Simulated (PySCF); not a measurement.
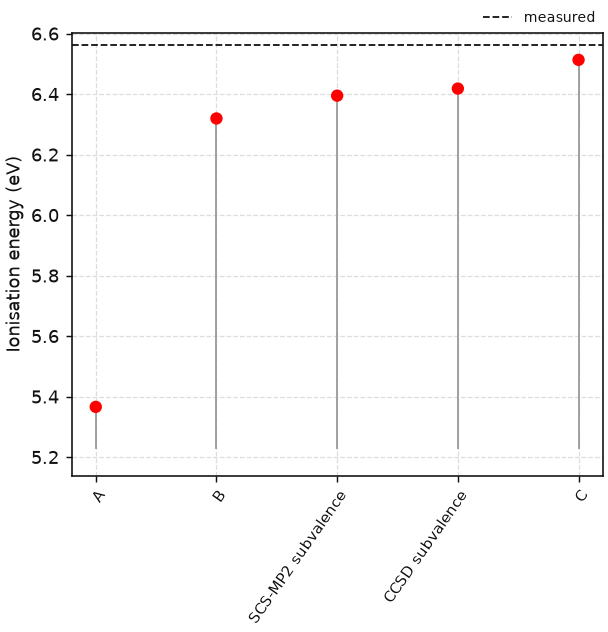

The ionisation energy of Sc ([Ar] 3d 4s² → [Ar] 3d 4s) by several methods, in rising order. PySCF, def2-TZVPPD, non-relativistic, unrestricted single determinants, no spin-orbit coupling. Methods marked “subvalence” freeze 10 core electrons. The lettered entries are CCSD(T) subvalence, HF and MP2 subvalence in some order.

Match the letters to the methods.

A is HF (5.37 eV); B is MP2 subvalence (6.32 eV); C is CCSD(T) subvalence (6.51 eV). The values run from 5.37 eV (HF) to 6.51 eV (CCSD(T) subvalence). The measured value is 6.56 eV; nearest to it come CCSD(T) subvalence (−0.05) and CCSD subvalence (−0.14), furthest HF (−1.20 eV).

Limits of the model: relativistic shift absent.
